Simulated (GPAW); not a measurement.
Band structure of SiNi (P2_13, 8 atoms in the cell).

```
CELL_PARAMETERS angstrom
      4.50369     0.00000     0.00000
      0.00000     4.50369     0.00000
      0.00000     0.00000     4.50369
ATOMIC_POSITIONS crystal
  Si 0.65317 0.15317 0.34683
  Si 0.84683 0.84683 0.84683
  Si 0.15317 0.34683 0.65317
  Si 0.34683 0.65317 0.15317
  Ni 0.35050 0.85050 0.64950
  Ni 0.14950 0.14950 0.14950
  Ni 0.85050 0.64950 0.35050
  Ni 0.64950 0.35050 0.85050
```

Method: LDA (Perdew-Wang 92), GPAW PAW datasets LDA (gpaw-data 1.0.1) (plane waves; GPAW).

Settings: mode = pw; ecut = 800 eV; xc = LDA; kpts = 9 9 9; mesh shift (steps) = 0 0 0; occupations.name = fermi-dirac; occupations.width = 0.1 eV; nbands = -16; convergence.density = 1e-05 e/electron; symmetry.symmorphic = false; symmetry.tolerance = 0.0005; maxiter = 120; bandpath_npoints = 40.

The starting cell comes from a database of computed structures (which also holds hypothetical and non-ambient phases and stackings), without a prior relaxation at this level. Spin polarisation is off.

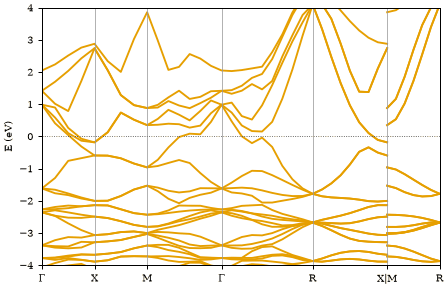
Fig. 1. Bands along the path, energies from the Fermi level.

Levels in eV from the Fermi level, bands 37 to 44:
```tsv
point	37	38	39	40	41	42	43	44
Γ	-1.62	-1.62	-1.62	0.98	0.98	0.98	1.41	1.41
X	-2.01	-2.01	-0.60	-0.60	-0.19	-0.19	2.74	2.74
M	-1.53	-1.53	-0.97	-0.97	0.35	0.35	0.88	0.88
R	-1.79	-1.79	-1.79	-1.79	4.09	4.09	4.09	4.09
```

Bands cross the Fermi level along this path, so the cell is metallic at this level.
